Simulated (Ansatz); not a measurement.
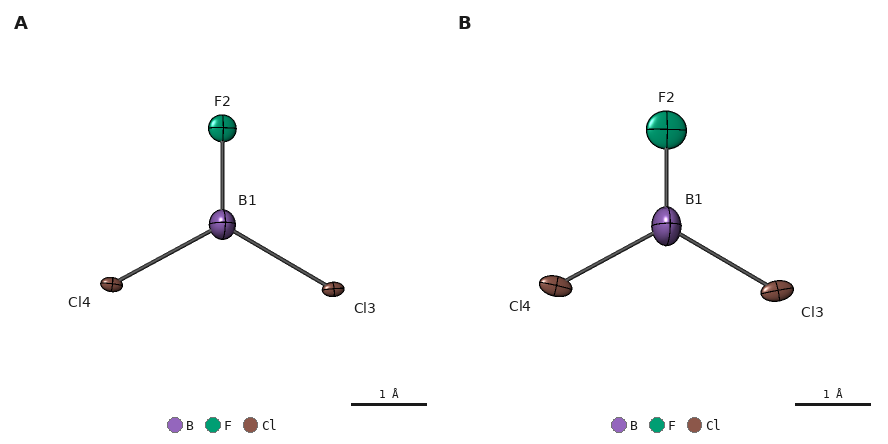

Displacement ellipsoids at the 50 % level, scaled by 3, from the internal vibrations of the free molecule (harmonic, no overall translation or rotation; no half-axis is drawn under 0.075 Å). Vibrations computed with RKS PBE0-D4/def2-TZVP (Ansatz 0.2.0). One panel is for 200 K, the other for 600 K.

Question: Which panel is for 600 K?

Answer: B.

Question: How much does the mean-square displacement of Cl4 grow, and why?

Answer: U_eq goes from 0.00049 to 0.0011 Å², a factor of 2.2. Modes below kT (417 cm⁻¹ at 600 K) grow about in proportion to T, and the lowest lies at 266 cm⁻¹; the mean-square amplitude of a mode is its zero-point value times coth(ħω/2kT), which comes close to 1 only above about 3kT.
